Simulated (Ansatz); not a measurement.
# C₂H₄GeS: from a rough start to a minimum

What shape does C₂H₄GeS take? The plan is to relax it, then compute its harmonic vibrations to see whether it is a minimum and to get the zero-point energy and entropy, and look at its orbitals and charge.

Program: Ansatz 0.2.0, Gaussian basis. Level of theory: RKS PBE0-D4/def2-TZVP. These are calculated values, not measurements.

Plan: relaxation at PBE-D4/def2-SVP; relaxation at PBE0-D4/def2-TZVP; harmonic vibrations at the same level; a single point in def2-TZVPP for the fields.

### 1 The starting structure

SMILES `S=[C]1[CH2][GeH2]1`, 8 atoms, charge 0, spin multiplicity 1.

Atoms are counted from 1 here; the program's logs count them from 0.

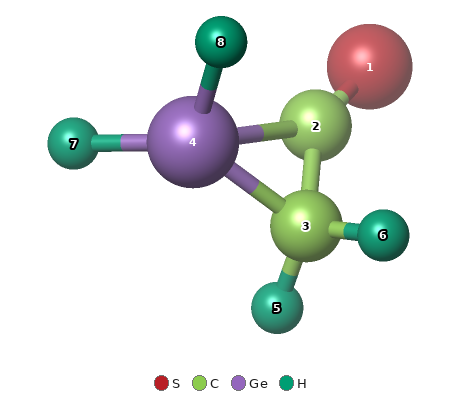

Start geometry, drawn with sulfur red, carbon green, germanium purple, hydrogen teal; atoms are numbered from 1 in the order of the file.

The start is a force-field geometry with small random shifts, so a cheaper pass at PBE-D4/def2-SVP comes first.

### 2 Optimising with PBE-D4/def2-SVP (cheap first pass)

Input file in.yaml:

```yaml
crystal:
  periodic: [false, false, false]
  atoms:
    - {symbol: S, position_ang: [-1.644200, 1.527000, 0.912200]}
    - {symbol: C, position_ang: [-0.656300, 0.717900, 0.402100]}
    - {symbol: C, position_ang: [0.741400, 0.445200, 0.145100]}
    - {symbol: Ge, position_ang: [0.031100, -1.011300, -0.504400]}
    - {symbol: H, position_ang: [1.217700, 1.102800, -0.628000]}
    - {symbol: H, position_ang: [1.344200, 0.286600, 1.093500]}
    - {symbol: H, position_ang: [-0.568200, -0.973900, -1.944300]}
    - {symbol: H, position_ang: [-0.373600, -2.151400, 0.468000]}
basis:
  gaussian: {orbitals: def2-SVP}
hamiltonian: {xc: pbe, dispersion: d4}
relax: {f_tol: 0.03, max_steps: 200}
```

On the command line:

```sh
$ ansatz run in.yaml --threads 2 --pin off --events-out ev --progress --plain --max-ram 4352MiB
```

Standard output, shortened:

```text
Functional definition: PBE
  name "PBE"
  cite "Perdew, Burke & Ernzerhof, Phys. Rev. Lett. 77, 3865 (1996) doi:10.1103/PhysRevLett.77.3865"
  parent pbe
[...]
1104 factors; their error is unknown
[...]
mean field -69459.57548897 eV, -2552.5923178285 hartree, gradient 3.3e-5 eV, S^2 0.000000; 1 other end points of the search recorded, 0 dependent functions left out
[...]
reference -69459.57551950 eV, -2552.5923189505 hartree; 32, 32 occupied and 66, 66 virtual orbitals, 1104 factors
relax step   1: F+E_penalty+E_count = -69459.77173352 eV  Δ(F+E_penalty+E_count) = +0.000e0 eV  max|allowed force component| = 1.333e1 eV/Å  Δτ_max = 0.0000 Å  (45 SCF iters, accepted)
[...]
relax step   5: F+E_penalty+E_count = -69462.45199904 eV  Δ(F+E_penalty+E_count) = -4.449e-2 eV  max|allowed force component| = 2.690e-1 eV/Å  Δτ_max = 0.1537 Å  (30 SCF iters, accepted)
[...]
relax step   9: F+E_penalty+E_count = -69462.46297192 eV  Δ(F+E_penalty+E_count) = -8.016e-4 eV  max|allowed force component| = 5.152e-2 eV/Å  Δτ_max = 0.0171 Å  (32 SCF iters, accepted)
[...]
relax step  13: F+E_penalty+E_count = -69462.49746497 eV  Δ(F+E_penalty+E_count) = -1.584e-2 eV  max|allowed force component| = 3.914e-1 eV/Å  Δτ_max = 0.0471 Å  (30 SCF iters, accepted)
[...]
relax step  17: F+E_penalty+E_count = -69462.52254351 eV  Δ(F+E_penalty+E_count) = -2.680e-3 eV  max|allowed force component| = 7.543e-2 eV/Å  Δτ_max = 0.0331 Å  (32 SCF iters, accepted)
[...]
relax step  18: F+E_penalty+E_count = -69462.52300668 eV  Δ(F+E_penalty+E_count) = -4.632e-4 eV  max|allowed force component| = 2.311e-2 eV/Å  Δτ_max = 0.0141 Å  (33 SCF iters, accepted)
1104 factors; their error is unknown
[...]
mean field -69462.33301013 eV, -2552.6936548620 hartree, gradient 1.4e-5 eV, S^2 0.000000; 1 other end points of the search recorded, 0 dependent functions left out
[...]
reference -69462.33304113 eV, -2552.6936560011 hartree; 32, 32 occupied and 66, 66 virtual orbitals, 1104 factors
Total energy: -69462.52303767 eV, -2552.7006382453 hartree
Atom 0 at    -1.720179     1.902392     0.585809 Å, force    -0.008898     0.002604     0.005571 eV/Å
Atom 1 at    -0.639437     0.700501     0.501740 Å, force    -0.000062     0.016797    -0.010474 eV/Å
Atom 2 at     0.773778     0.533403     0.211437 Å, force     0.022268    -0.015797     0.023108 eV/Å
Atom 3 at    -0.405570    -1.047778    -0.390088 Å, force    -0.015983    -0.021100     0.006545 eV/Å
Atom 4 at     1.345492     1.331134    -0.299798 Å, force    -0.001199     0.006794    -0.004453 eV/Å
Atom 5 at     1.358000     0.001129     0.990322 Å, force    -0.006584     0.005037    -0.015610 eV/Å
Atom 6 at    -0.809850    -1.140327    -1.878159 Å, force     0.004536     0.007135    -0.008081 eV/Å
Atom 7 at     0.189865    -2.337555     0.222937 Å, force     0.005921    -0.001470     0.003393 eV/Å
Dipole moment:     0.334370    -0.356705    -0.119998 e Å
```

It took 32 s on 2 threads of Arm Neoverse V2, shared host.

Step by step:

| step | energy from step 1 (eV) | largest force component (eV/Å) |
| --- | --- | --- |
| 1 | 0.0000 | 13.3329 |
| 2 | -1.8970 | 4.9065 |
| 3 | -2.6062 | 1.3637 |
| 4 | -2.6358 | 0.5688 |
| 5 | -2.6803 | 0.2691 |
| 6 | -2.6882 | 0.0845 |
| 7 | -2.6892 | 0.0401 |
| 8 | -2.6904 | 0.0327 |
| 9 | -2.6912 | 0.0515 |
| 10 | -2.6949 | 0.1787 |
| 11 | -2.6998 | 0.3883 |
| 12 | -2.7099 | 0.5419 |
| 13 | -2.7257 | 0.3914 |
| 14 | -2.7342 | 0.4860 |
| 15 | -2.7424 | 0.3719 |
| 16 | -2.7481 | 0.1344 |
| 17 | -2.7508 | 0.0754 |
| 18 | -2.7513 | 0.0231 |

Distances of close pairs at the start and the end, largest changes first:

| bond | before (Å) | after (Å) | change (Å) |
| --- | --- | --- | --- |
| C3–Ge4 | 1.746 | 2.062 | +0.316 |
| S1–C2 | 1.375 | 1.619 | +0.243 |
| C2–Ge4 | 2.070 | 1.976 | -0.093 |
| C3–H6 | 1.135 | 1.110 | -0.025 |
| Ge4–H7 | 1.560 | 1.545 | -0.015 |
| C3–H5 | 1.121 | 1.107 | -0.015 |
| C2–C3 | 1.447 | 1.452 | +0.005 |
| Ge4–H8 | 1.552 | 1.547 | -0.005 |

### 3 Geometry optimisation, PBE0-D4/def2-TZVP

Input file in.yaml:

```yaml
crystal:
  periodic: [false, false, false]
  atoms:
    - {symbol: S, position_ang: [-1.720179, 1.902392, 0.585809]}
    - {symbol: C, position_ang: [-0.639437, 0.700501, 0.501740]}
    - {symbol: C, position_ang: [0.773778, 0.533403, 0.211437]}
    - {symbol: Ge, position_ang: [-0.405570, -1.047778, -0.390088]}
    - {symbol: H, position_ang: [1.345492, 1.331134, -0.299798]}
    - {symbol: H, position_ang: [1.358000, 0.001129, 0.990322]}
    - {symbol: H, position_ang: [-0.809850, -1.140327, -1.878159]}
    - {symbol: H, position_ang: [0.189865, -2.337555, 0.222937]}
basis:
  gaussian: {orbitals: def2-TZVP}
hamiltonian: {xc: pbe0, dispersion: d4}
relax: {f_tol: 0.005, max_steps: 150}
```

Launched as before.

Standard output, shortened:

```text
Functional definition: PBE0
  name "PBE0"
  cite "Adamo & Barone, J. Chem. Phys. 110, 6158 (1999) doi:10.1063/1.478522"
  cite "Perdew, Burke & Ernzerhof, Phys. Rev. Lett. 77, 3865 (1996) doi:10.1103/PhysRevLett.77.3865"
  parent pbe
[...]
1208 factors; their error is unknown
[...]
mean field -69477.89525755 eV, -2553.2655569061 hartree, gradient 1.7e-5 eV, S^2 0.000000; 0 other end points of the search recorded, 0 dependent functions left out
[...]
reference -69477.89528623 eV, -2553.2655579600 hartree; 32, 32 occupied and 139, 139 virtual orbitals, 1208 factors
relax step   1: F+E_penalty+E_count = -69478.05579014 eV  Δ(F+E_penalty+E_count) = +0.000e0 eV  max|allowed force component| = 6.357e-1 eV/Å  Δτ_max = 0.0000 Å  (33 SCF iters, accepted)
[...]
reference -69477.95479685 eV, -2553.2677449351 hartree; 32, 32 occupied and 139, 139 virtual orbitals, 1208 factors
Total energy: -69478.11607400 eV, -2553.2736717609 hartree
Atom 0 at    -1.689016     1.850283     0.675775 Å, force     0.001492    -0.001802    -0.000279 eV/Å
Atom 1 at    -0.644916     0.659791     0.464467 Å, force     0.000219     0.003045     0.000824 eV/Å
Atom 2 at     0.783890     0.520402     0.189531 Å, force    -0.003232     0.000275    -0.000480 eV/Å
Atom 3 at    -0.319873    -1.024052    -0.441974 Å, force     0.001221    -0.002344     0.000503 eV/Å
Atom 4 at     1.314158     1.312849    -0.333622 Å, force     0.000862     0.000289    -0.000389 eV/Å
Atom 5 at     1.358343     0.083975     1.009245 Å, force     0.000104    -0.000243     0.001027 eV/Å
Atom 6 at    -0.766267    -1.143193    -1.895886 Å, force    -0.000509     0.000098    -0.000582 eV/Å
Atom 7 at     0.055779    -2.317157     0.276663 Å, force    -0.000156     0.000682    -0.000624 eV/Å
Dipole moment:     0.364312    -0.425849    -0.160267 e Å
```

Wall time 55 s (2 threads of Arm Neoverse V2, shared host).

Along the way:

| step | energy from step 1 (eV) | largest force component (eV/Å) |
| --- | --- | --- |
| 1 | 0.0000 | 0.6357 |
| 2 | -0.0422 | 0.2804 |
| 3 | -0.0529 | 0.2199 |
| 4 | -0.0548 | 0.2420 |
| 5 | -0.0586 | 0.1095 |
| 6 | -0.0599 | 0.0364 |
| 7 | -0.0601 | 0.0234 |
| 8 | -0.0602 | 0.0220 |
| 9 | -0.0603 | 0.0080 |
| 10 | -0.0603 | 0.0032 |

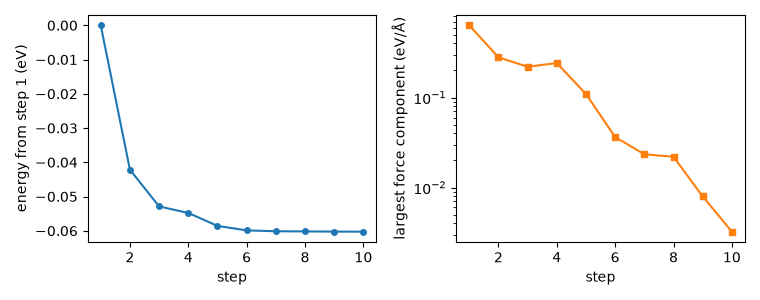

Energy and largest force along the relaxation.

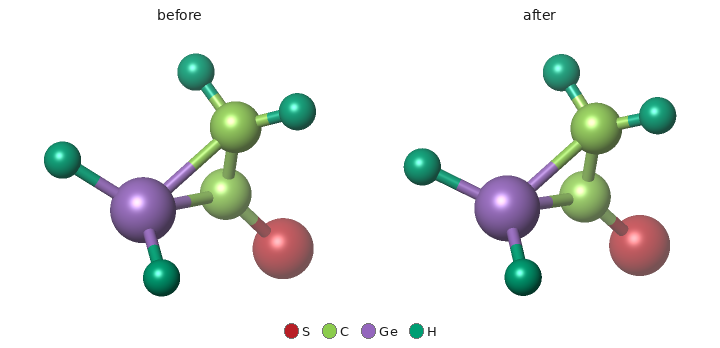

Before and after, at one scale.

Distances of close pairs at the start and the end, largest changes first:

| bond | before (Å) | after (Å) | change (Å) |
| --- | --- | --- | --- |
| C3–Ge4 | 2.062 | 2.001 | -0.062 |
| C2–Ge4 | 1.976 | 1.940 | -0.037 |
| S1–C2 | 1.619 | 1.598 | -0.021 |
| Ge4–H8 | 1.547 | 1.526 | -0.021 |
| Ge4–H7 | 1.545 | 1.526 | -0.019 |
| C3–H5 | 1.107 | 1.088 | -0.019 |
| C3–H6 | 1.110 | 1.092 | -0.018 |
| C2–C3 | 1.452 | 1.462 | +0.009 |

Mulliken charges at the end point, from the run's report:

| atom | value (e) |
| --- | --- |
| S1 | -0.16 |
| C2 | -0.06 |
| C3 | -0.28 |
| Ge4 | 0.11 |
| H5 | 0.15 |
| H6 | 0.16 |
| H7 | 0.04 |
| H8 | 0.04 |

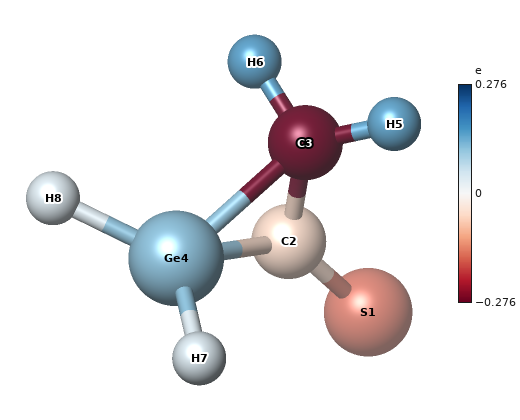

Mulliken charges at the end point, from the run's report, as colours on the atoms.

### 4 Force constants and modes

Input file in.yaml:

```yaml
crystal:
  periodic: [false, false, false]
  atoms:
    - {symbol: S, position_ang: [-1.689016, 1.850283, 0.675775]}
    - {symbol: C, position_ang: [-0.644916, 0.659791, 0.464467]}
    - {symbol: C, position_ang: [0.783890, 0.520402, 0.189531]}
    - {symbol: Ge, position_ang: [-0.319873, -1.024052, -0.441974]}
    - {symbol: H, position_ang: [1.314158, 1.312849, -0.333622]}
    - {symbol: H, position_ang: [1.358343, 0.083975, 1.009245]}
    - {symbol: H, position_ang: [-0.766267, -1.143193, -1.895886]}
    - {symbol: H, position_ang: [0.055779, -2.317157, 0.276663]}
basis:
  gaussian: {orbitals: def2-TZVP}
hamiltonian: {xc: pbe0, dispersion: d4}
phonons: {temperatures: {t_min: 298.15, t_max: 900, t_step: 200}}
```

Same command.

Standard output, shortened:

```text
Functional definition: PBE0
  name "PBE0"
  cite "Adamo & Barone, J. Chem. Phys. 110, 6158 (1999) doi:10.1063/1.478522"
  cite "Perdew, Burke & Ernzerhof, Phys. Rev. Lett. 77, 3865 (1996) doi:10.1103/PhysRevLett.77.3865"
  parent pbe
[...]
1208 factors; their error is unknown
[...]
mean field -69477.95476817 eV, -2553.2677438810 hartree, gradient 1.5e-5 eV, S^2 0.000000; 0 other end points of the search recorded, 0 dependent functions left out
[...]
reference -69477.95479663 eV, -2553.2677449270 hartree; 32, 32 occupied and 139, 139 virtual orbitals, 1208 factors
[...]
1208 factors; their error is unknown
mean field -69477.95468043 eV, -2553.2677406565 hartree, gradient 1.9e-6 eV, S^2 0.000000; 0 other end points of the search recorded, 0 dependent functions left out
[...]
reference -69477.95470889 eV, -2553.2677417025 hartree; 32, 32 occupied and 139, 139 virtual orbitals, 1208 factors
[...]
Atom 0 at    -1.689016     1.850283     0.675775 Å, force     0.001482    -0.001807    -0.000269 eV/Å
Atom 1 at    -0.644916     0.659791     0.464467 Å, force     0.000247     0.003030     0.000817 eV/Å
Atom 2 at     0.783890     0.520402     0.189531 Å, force    -0.003313     0.000321    -0.000463 eV/Å
Atom 3 at    -0.319873    -1.024052    -0.441974 Å, force     0.001257    -0.002358     0.000479 eV/Å
Atom 4 at     1.314158     1.312849    -0.333622 Å, force     0.000908     0.000275    -0.000399 eV/Å
Atom 5 at     1.358343     0.083975     1.009245 Å, force     0.000112    -0.000244     0.001021 eV/Å
Atom 6 at    -0.766267    -1.143193    -1.895886 Å, force    -0.000521     0.000104    -0.000578 eV/Å
Atom 7 at     0.055779    -2.317157     0.276663 Å, force    -0.000172     0.000680    -0.000608 eV/Å
Dipole moment:     0.364312    -0.425848    -0.160267 e Å
Vibrations: 142.27 285.73 396.36 430.73 483.16 548.37 560.45 723.93 818.99 859.58 938.38 1016.13 1335.13 1413.14 2176.36 2206.87 3087.60 3176.92 cm⁻¹, zero-point energy 1.277043 eV
```

Run time: 2.8 min. Hardware: 2 threads of Arm Neoverse V2, shared host.

Motions are named by where the mode's potential energy lies. Wavenumbers, unscaled:

| mode | cm⁻¹ | motion |
| --- | --- | --- |
| 1 | 142 | bend |
| 2 | 286 | bend |
| 3 | 396 | bend |
| 4 | 431 | bend |
| 5 | 483 | bend |
| 6 | 548 | bend |
| 7 | 560 | bend with Ge–C stretch |
| 8 | 724 | bend |
| 9 | 819 | bend |
| 10 | 860 | bend |
| 11 | 938 | bend |
| 12 | 1016 | bend |
| 13 | 1335 | C–S stretch with bend |
| 14 | 1413 | bend |
| 15 | 2176 | Ge–H stretch |
| 16 | 2207 | Ge–H stretch |
| 17 | 3088 | C–H stretch |
| 18 | 3177 | C–H stretch |

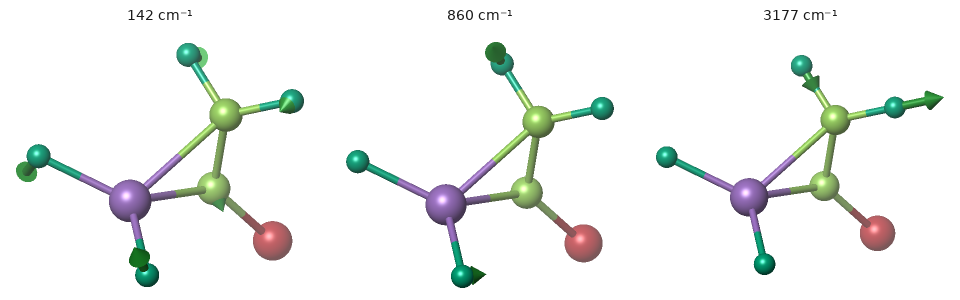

Displacements of 3 modes, as arrows.

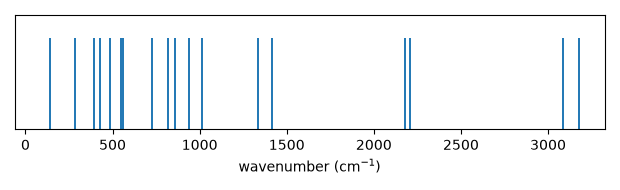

The harmonic wavenumbers as sticks (no intensities were computed).

From these modes and the moments of inertia (298.15 K, 1 bar, symmetry number 1):

| term | value |
| --- | --- |
| zero-point energy | 123.2 kJ/mol |
| H(298) − E | 140.1 kJ/mol |
| entropy, translation | 169.8 J/(mol K) |
| entropy, rotation | 111.6 J/(mol K) |
| entropy, vibration | 36.7 J/(mol K) |
| entropy, total | 318.1 J/(mol K) |

### 5 Fields at the relaxed geometry

Edit in.yaml of step 4 so:

```diff
@@ -12,4 +12,4 @@
 basis:
-  gaussian: {orbitals: def2-TZVP}
+  gaussian: {orbitals: def2-TZVPP}
 hamiltonian: {xc: pbe0, dispersion: d4}
-phonons: {temperatures: {t_min: 298.15, t_max: 900, t_step: 200}}
+output: {orbitals: {seedname: orbitals}}
```

The command is unchanged.

Standard output:

```text
Functional definition: PBE0
  name "PBE0"
  cite "Adamo & Barone, J. Chem. Phys. 110, 6158 (1999) doi:10.1063/1.478522"
  cite "Perdew, Burke & Ernzerhof, Phys. Rev. Lett. 77, 3865 (1996) doi:10.1103/PhysRevLett.77.3865"
  parent pbe
  parameter a = 0.25
  parameter kappa = 0.804
  parameter beta = 0.06672455060314922
  exchange = (1 - a)*pbe_x(kappa = kappa, mu = beta*pi^2/3) + a*exact_x
  correlation = pbe_c(beta = beta)
1312 factors; their error is unknown
mean field evaluation 1: about -69468.3628 eV, gradient 6.4e1 eV
mean field evaluation 2: about -69442.1871 eV, gradient 1.1e2 eV
mean field evaluation 4: about -69477.4698 eV, gradient 1.0e1 eV
mean field evaluation 8: about -69477.7104 eV, gradient 1.5e-1 eV
mean field evaluation 16: about -69477.9874 eV, gradient 3.0e-4 eV
mean field -69477.98736134 eV, -2553.2689416581 hartree, gradient 4.4e-5 eV, S^2 0.000000; 0 other end points of the search recorded, 0 dependent functions left out
reference -69477.98739005 eV, -2553.2689427129 hartree; 32, 32 occupied and 176, 176 virtual orbitals, 1312 factors
Total energy: -69478.14866720 eV, -2553.2748695388 hartree
```

Wall time 4.8 s (2 threads of Arm Neoverse V2, shared host); peak memory 0.51 GiB.

The fields below are evaluated on a grid from the run's orbitals.

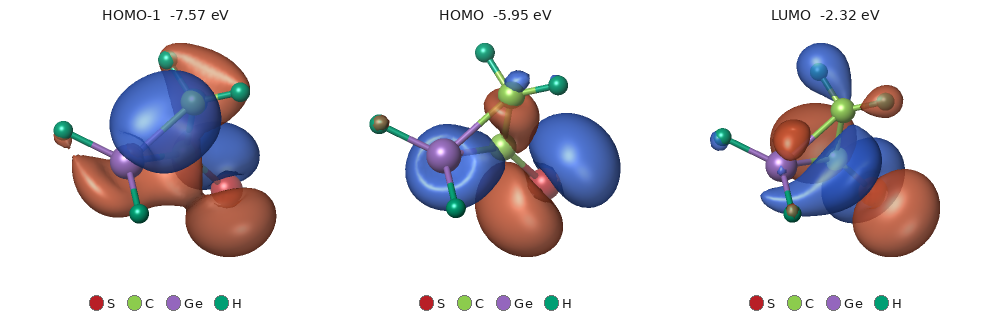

PBE0-D4/def2-TZVPP orbitals near the gap, drawn at the value that encloses 70 % of each; the two colours are the two signs.

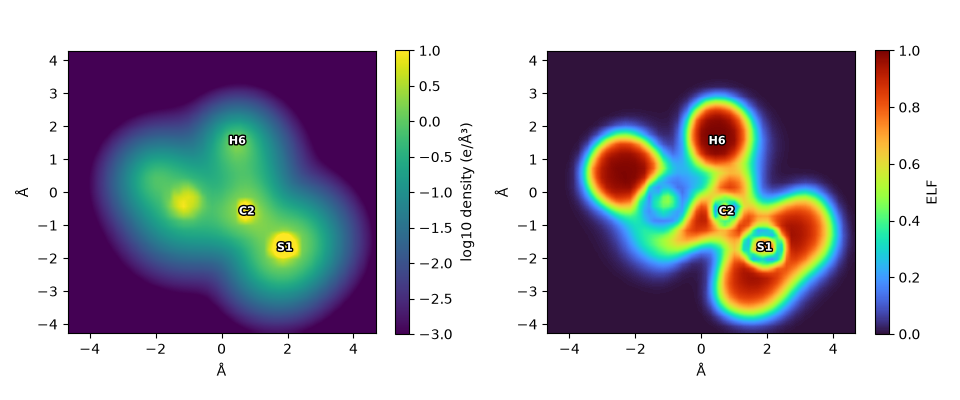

Density (left) and ELF (right) in a plane through or near 3 of the atoms.

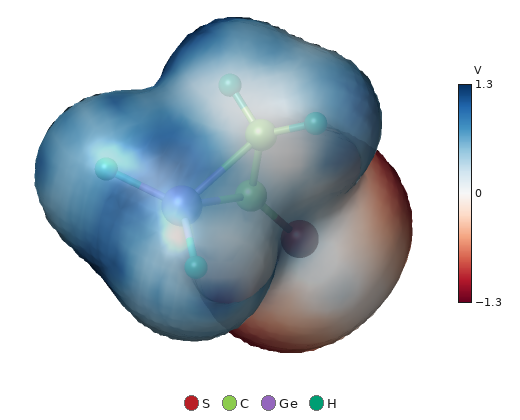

Electrostatic potential on the surface of density 0.002 e/bohr³; red is low, blue high. It runs, from the 1st to the 99th percentile, from -1.08 V near S1 to 1.30 V near H6.

### 6 Summary of results

| quantity | value |
| --- | --- |
| point group | C1 |
| steps | 18 + 10 |
| shift from the start (rms) | 0.319 Å |
| total energy | -69478.1161 eV |
| dispersion term | -161 meV |
| dipole moment | 2.80 D |
| lowest, highest wavenumber | 142, 3177 cm⁻¹ |
| zero-point energy | 123.2 kJ/mol |
| entropy at 298.15 K | 318.1 J/(mol K) |
| HOMO, LUMO | -5.95, -2.32 eV |

The atoms moved 0.32 Å (rms) from the start; the bond that changed most is C3–Ge4, from 1.746 to 2.001 Å. No mode is imaginary: a true minimum at this level. The stiffest mode, 3177 cm⁻¹, is a C–H stretch. Harmonic hybrid wavenumbers usually lie a few per cent above measured fundamentals. The largest Mulliken charge, -0.28 e, sits on C3. The HOMO lies mostly on S1 64 %; Ge4 12 % and the LUMO on S1 39 %; C2 37 %.
